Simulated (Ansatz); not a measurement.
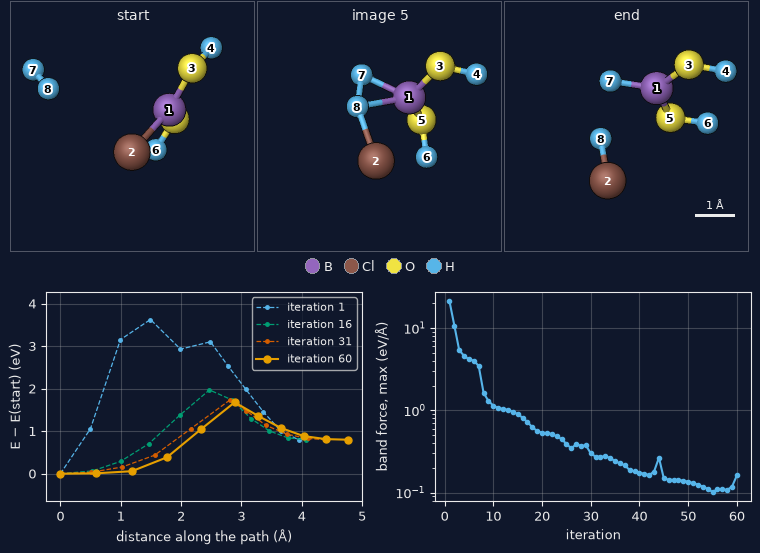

NEB run on BH$_{4}$O$_{2}$Cl, made up at the start of BH$_{2}$O$_{2}$Cl and H2. Images are numbered from 0 (start) to 10 (end). The plot follows the band through its iterations. A ball-and-stick model, seen at a tilt.

Theory: Ansatz 0.2.0, RKS PBE-D4/def2-SVP. Settings: 9 movable images; climbing image; force threshold 0.05 eV/Å; iteration limit 60; optimiser FIRE; largest step 0.5 Å; starting path through a guess of the saddle point.

### Did the band converge, and can the barrier be trusted?

The result isn't final. The band hadn't converged when the run stopped after 60 iterations. The largest component of the band force went from 21 to 0.16 eV/Å. The barrier read from it is provisional: over the last two iterations the highest image moved from 1.69 eV to 1.68 eV. The step length is far from the usual. The first iteration put the highest image at 3.63 eV. Forward barrier 1.68 eV, backward barrier 0.88 eV, with image 5 at the top; the reaction energy is +0.80 eV.

Limits of the set-up: the start holds two separate molecules, 2.9 Å apart at their closest, whose relative position is a soft coordinate.

The run took 17 min on 1 thread of Arm Neoverse V1, with other jobs on the host, peak memory 0.12 GiB.
